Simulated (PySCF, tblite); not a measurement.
Coordinates of C₂H₆F₂N₂Si₂, SMILES N#CC(F)(F)[SiH2][SiH2]N (Å):

```xyz
14

N     -2.2878     2.2895     0.9247
C     -2.2477     1.1936     0.5985
C     -2.0549    -0.1507     0.1182
F     -2.0197    -1.0370     1.1684
F     -3.1059    -0.5448    -0.6620
Si    -0.3818    -0.3241    -0.9012
Si     1.3460    -0.1930     0.6316
N      2.7510    -0.1603    -0.3647
H     -0.6422    -1.5877    -1.5973
H     -0.5496     0.7358    -1.9065
H      1.5228    -1.3938     1.4511
H      1.1771     0.9535     1.5461
H      3.6515    -0.3168     0.0587
H      2.8405     0.5353    -1.0878
```

Vertical TDDFT excitations, CAM-B3LYP/def2-SVPD, PySCF, at a GFN2-xTB geometry (a minimum by its frequencies), gas phase.

### What does its absorption spectrum look like?

The lowest singlet lies at 5.70 eV (218 nm, f = 0.002); the brightest of the first 8 is S4 at 7.02 eV (177 nm), f = 0.076, mixed, the largest part being HOMO−1 → LUMO (41 %). No singlet lies below 3.1 eV (beyond 400 nm), so at this level no vertical transition falls in the visible.


| state | E (eV) | λ (nm) | f | main character |
| --- | --- | --- | --- | --- |
| S1 | 5.70 | 218 | 0.002 | HOMO → LUMO (92 %) |
| S2 | 6.69 | 185 | 0.012 | HOMO−1 → LUMO+1 (45 %) |
| S3 | 6.81 | 182 | 0.003 | HOMO → LUMO+2 (47 %) |
| S4 | 7.02 | 177 | 0.076 | HOMO−1 → LUMO (41 %) |
| S5 | 7.27 | 171 | 0.031 | HOMO−2 → LUMO (52 %) |
| S6 | 7.36 | 168 | 0.041 | HOMO → LUMO+1 (45 %) |
| S7 | 7.40 | 168 | 0.016 | HOMO−1 → LUMO (22 %) |
| S8 | 7.72 | 161 | 0.016 | HOMO → LUMO+4 (47 %) |

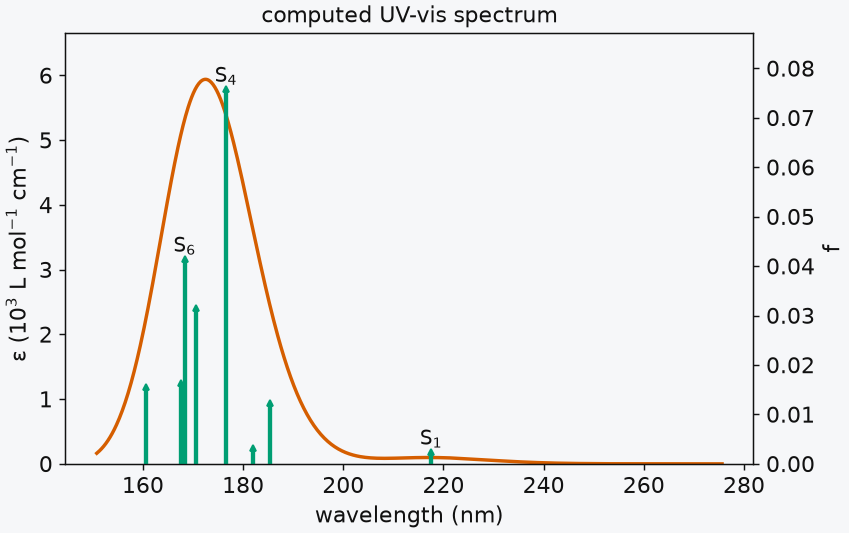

Only the first 8 singlet excitations are included; each is broadened by a Gaussian of 1/e half-width 0.40 eV. Sticks give oscillator strengths (right axis).

Note: the tight-binding geometry is rougher than a DFT one and adds to the error; one conformer of a flexible molecule; core orbitals are frozen in the response.
